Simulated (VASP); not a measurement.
Shape and ions are relaxed at each volume.

Energy against volume of WC (wc). Level of theory: PBE GGA with D4 dispersion, VASP's PBE PAW potentials (set 64) (plane waves; VASP 6.6.1).

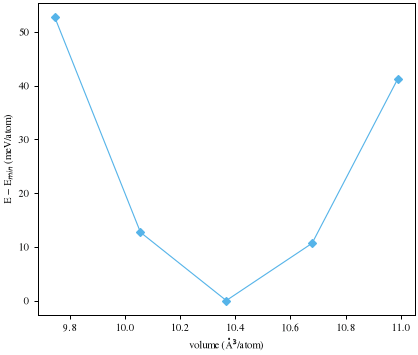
Fig. 1. Energy against volume

Task: Estimate the equilibrium volume and the bulk modulus.

Result: The minimum lies near 10.4 Å³/atom, and the curvature gives B0 of about 400 GPa.

The compound is WC in the wc structure. It was relaxed first.
